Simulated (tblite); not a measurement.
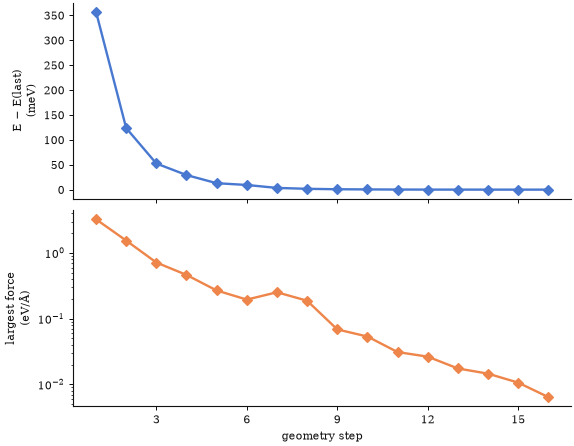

History of a geometry optimisation.

System: C$_{5}$H$_{4}$FP (SMILES Fc1cccpc1).
Method: GFN2-xTB geometry optimisation, gas phase in tblite.

**How did the optimisation end?**

The optimisation met its thresholds at geometry 16, counting the start as the first. The energy fell by about 360 meV from the first step to the last. The largest force goes from about 3.2 eV/Å at the start to 6 × 10⁻³ eV/Å at the end.

**By which step was nine tenths of the energy gained?**

By step 4 of 16.
